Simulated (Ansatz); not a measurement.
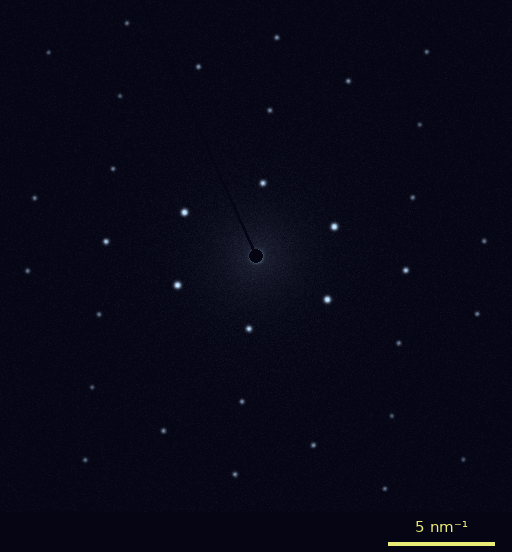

Simulated selected-area electron diffraction pattern (120 kV, kinematic approximation, thin crystal, B = 0.5 Å² for all atoms).

It belongs to Sc, space group P6_3/mmc (No. 194), a = 3.33 Å, c = 5.19 Å (hexagonal axes). Structure: the input geometry of an electronic-structure calculation (not necessarily at equilibrium).

**Determine the zone axis from the geometry of the pattern.**

The spots form a centred rectangular net whose two shortest vectors correspond to d = 2.88 Å and 2.52 Å, 64.1° apart. They index as 0 1 0 and 1 0 -1, so the zone axis is ±[101] (or an equivalent direction of <101>).

**Which reflections of this zone are missing, and why?**

A glide plane extinguishes reflections such as 1 -2 -1, 1 1 -1; reflections such as 3 -3 -3, 3 0 -3 are allowed by the space group but vanish because the atoms sit on special positions. In a thicker crystal double diffraction can put intensity into those places emptied by glide planes or screw axes that lie on the net of the visible spots, but never into those emptied by centring.

**List the strongest reflections.**

Strongest reflections with d > 0.89 Å, one of each family (|F|² from tabulated Gaussian fits of the electron scattering factors, times a small damping for the curvature of the Ewald sphere):

```csv
hkl,d (Å),I (strongest = 100)
1 0 -1,2.520,100
0 1 0,2.883,44
2 -1 -2,1.401,34
1 2 -1,1.066,11
0 3 0,0.961,10
0 2 0,1.441,9
```
